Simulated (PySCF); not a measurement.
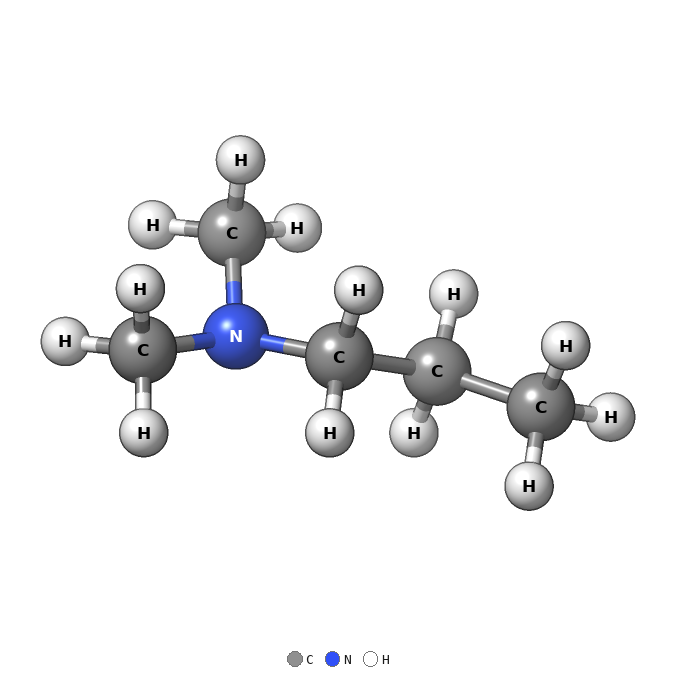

Rendered structure (ball-and-stick style). Every bond is drawn as one stick, whatever its order.

The computed structure is the end point of a PBE0-D3(BJ)/def2-SVP optimisation. No frequency run is at hand to confirm it as a minimum.

Question: Count the atoms of each element.

Answer: C5H13N, 19 atoms: 5 carbon, 13 hydrogen and 1 nitrogen.

Question: Write the SMILES.

Answer: CCCN(C)C

Question: Does it have rings?

Answer: It has no ring.

More results for the same structure follow; atom numbers are the same in all pictures, views and colours differ.

**Symmetry**

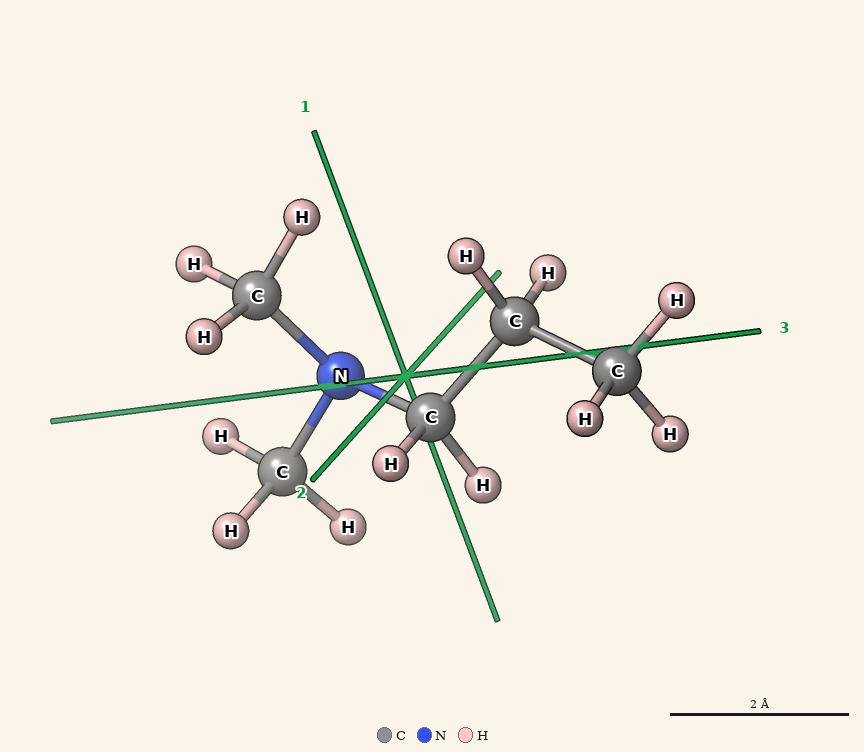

The three principal axes of inertia are drawn and numbered. Distant atoms are faded towards the background colour. No frequency run is at hand to confirm it as a minimum. Masses are those of the most abundant isotopes; constants are for the rigid equilibrium geometry.

Question: Which line is the a axis (least moment of inertia), which b and which c?

Answer: a is line 3, b is line 1, c is line 2; the moments are 69.2, 280, 325 u Å².

Question: Classify the rotor and give the rotational constants (GHz).

Answer: An asymmetric top (C1): A = 7.30, B = 1.81, C = 1.56 GHz. Ray's parameter κ is −0.91, close to the prolate limit.

**Polarisability**

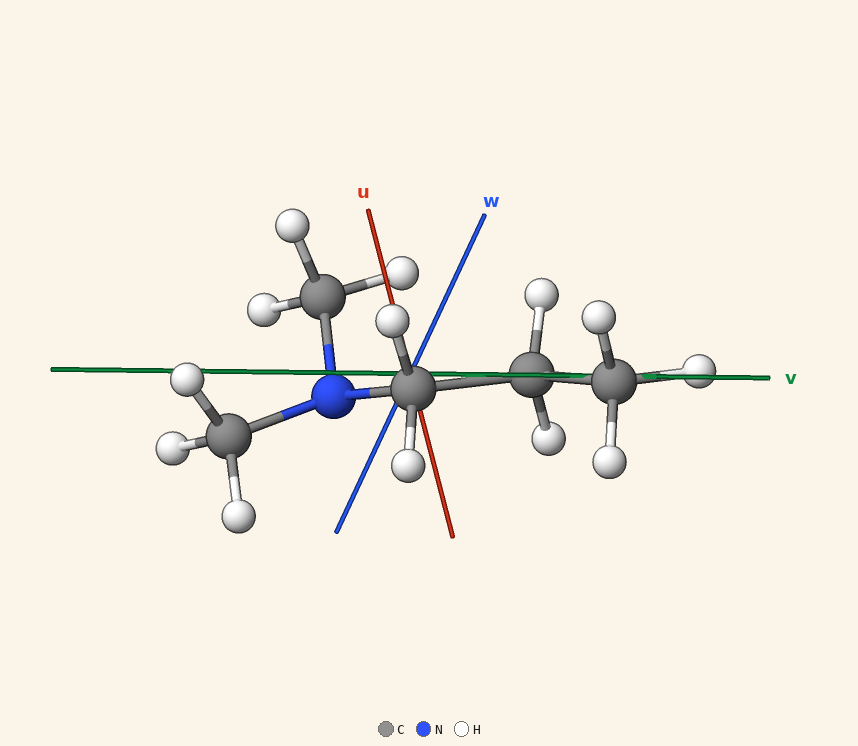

The lines u, v and w are the principal axes of the static dipole polarisability. No frequency run is at hand to confirm it as a minimum. Method: PBE0/def2-SVPD (PySCF 2.14.0).

Question: Along which axis is the molecule most polarisable, and along which least?

Answer: Most along v, least along u.

Question: Give the three principal values.

Answer: u 66.6, v 85.0, w 72.0 bohr³; mean 74.6, anisotropy 16.3 bohr³.

**Core levels**

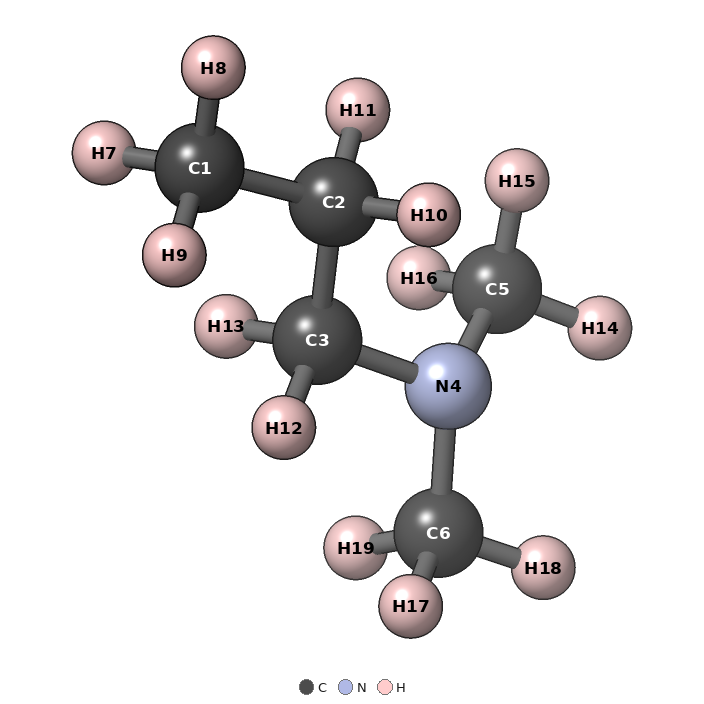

No frequency run is at hand to confirm it as a minimum. Properties computed with delta-SCF UKS SCAN, pcX-2 on the ionised atom, pcseg-1 elsewhere, spin-free X2C (PySCF 2.14.0).

Give the core-electron binding energies (to vacuum) of C1 1s, C2 1s, C3 1s, N4 1s, C5 1s.

```csv
atom,level,binding energy (eV)
C1,1s,290.6
C2,1s,290.4
C3,1s,291.0
N4,1s,404.5
C5,1s,291.2
```

**NMR shielding**

The questions are on isotropic NMR shieldings of the H atoms. No frequency run is at hand to confirm it as a minimum. Level of theory: GIAO PBE0/pcSseg-1 NMR shielding, non-relativistic, gas phase (PySCF 2.14.0).

Give the isotropic NMR shieldings of the H atoms atom by atom.

```json
{"atom": "H7", "σ (ppm)": "30.44"}
{"atom": "H8", "σ (ppm)": "30.09"}
{"atom": "H9", "σ (ppm)": "30.48"}
{"atom": "H10", "σ (ppm)": "30.04"}
{"atom": "H11", "σ (ppm)": "29.81"}
{"atom": "H12", "σ (ppm)": "29.24"}
{"atom": "H13", "σ (ppm)": "29.67"}
{"atom": "H14", "σ (ppm)": "29.17"}
{"atom": "H15", "σ (ppm)": "28.72"}
{"atom": "H16", "σ (ppm)": "29.95"}
{"atom": "H17", "σ (ppm)": "28.96"}
{"atom": "H18", "σ (ppm)": "28.98"}
{"atom": "H19", "σ (ppm)": "29.47"}
```
